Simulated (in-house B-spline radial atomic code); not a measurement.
The B²⁺ ion; electrons: [He] 2s1 (high spin). The calculation used an in-house B-spline radial code at this level: scalar-relativistic (spin-free one-electron X2C) wB97X, spin-polarised, spherical density, exact exchange averaged over the configuration, Fermi nucleus, basis-set limit. Radial functions and radii carry no picture-change correction.

```
Z = 5
electrons = 3.0
configuration = [He] 2s1
hamiltonian = x2c
method = wb97x
spin_polarised = True
nucleus = fermi
rms_radius = 2.406
mass_number = 11
atomic_mass = 11.009305166
speed_of_light = 137.035999084
exact_exchange = averaged over the configuration
```

Launched within a batch that task.json describes:
```bash
python run_scf.py task.json out
```

Wanted: the number of electrons inside radius r (solid) and the radial density 4πr²ρ (dashed).

The count levels off at 3 electrons. Half of them lie within 0.415 bohr, 90 % within 1.90 bohr and 99 % within 3.07 bohr. The radial density has a minimum at 0.89 bohr, where the count stands at 2.1; this parts the shells that the density resolves.

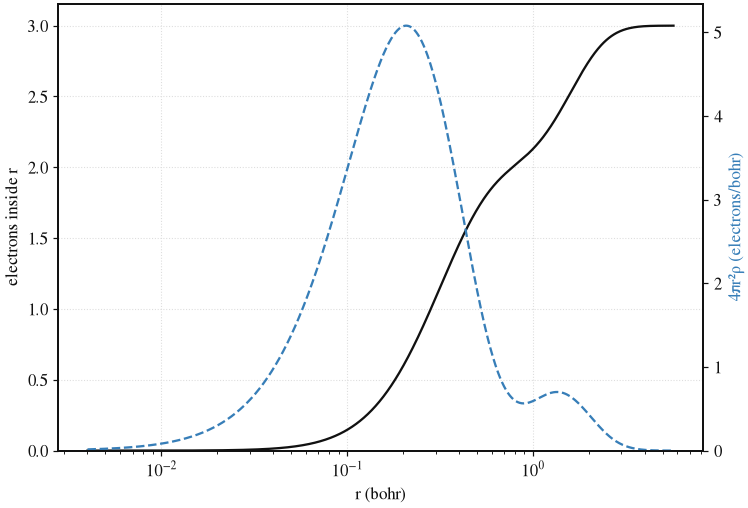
